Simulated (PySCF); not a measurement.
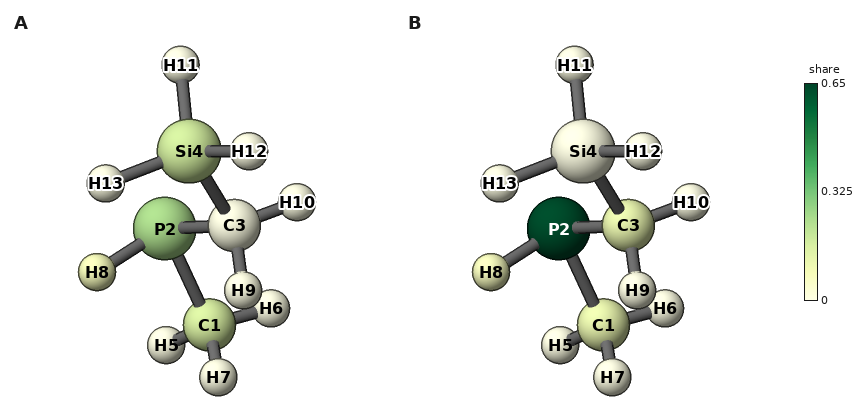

Each panel colours the atoms by their Löwdin share in one orbital (up to four of the largest shares; other atoms are shown as zero). The geometry was computed by an optimisation with GFN2-xTB. No frequency run is at hand to confirm it as a minimum. Method: PBE0/def2-SVPD (PySCF 2.14.0).

**The panels show the HOMO, LUMO+1, in some order. Which is which?**

A: LUMO+1, 0.48 eV; P2 0.24, Si4 0.17, C1 0.16, H8 0.07
B: HOMO, −6.85 eV; P2 0.63, C3 0.11, C1 0.11, H8 0.07

The geometry is semi-empirical. Around P, Si such bond lengths and angles can be off by a tenth of an ångström or more and by several degrees, and values that hang on the shape move with them.
